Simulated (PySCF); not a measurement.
```xyz
2

Zn    0.0000    0.0000   -0.3618
O     0.0000    0.0000    1.4462
```

The calculation used PySCF 2.14.0, PBE0/def2-SVPD, non-relativistic Hamiltonian with scalar-relativistic core potentials where named, at a bond length of 1.808 Å.

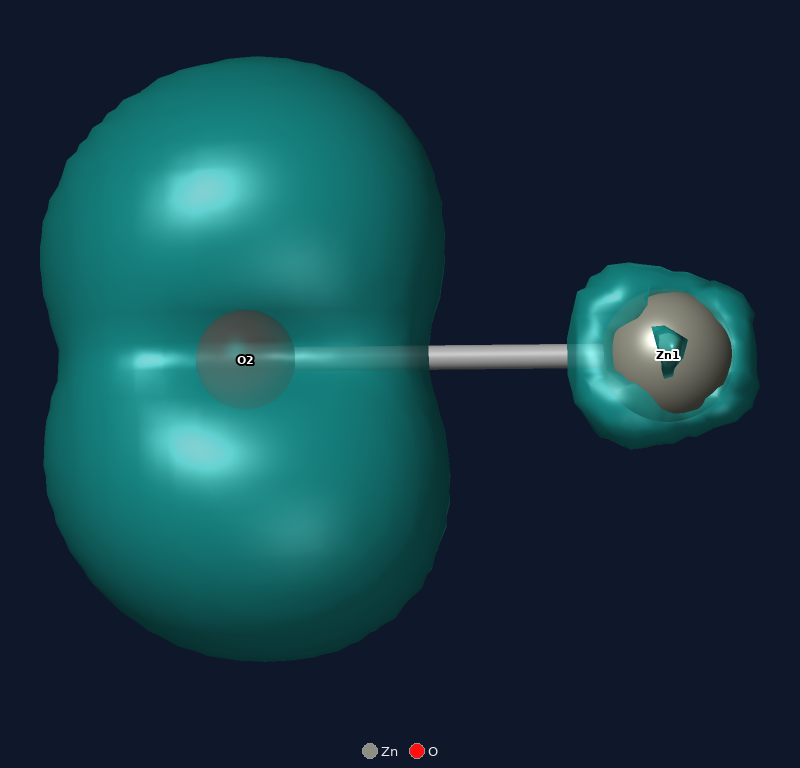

ZnO (charge +1, doublet). Isosurfaces of the spin density (α minus β) at +0.03 (teal) and −0.03 e/Å³ (pink), seen from one side.

**Which atoms carry the spin?**

The unpaired spin (1 electron) lies mostly on O2 (about 1.1), in electrons by Hirshfeld's partition, with opposite, polarisation-induced spin on Zn1.
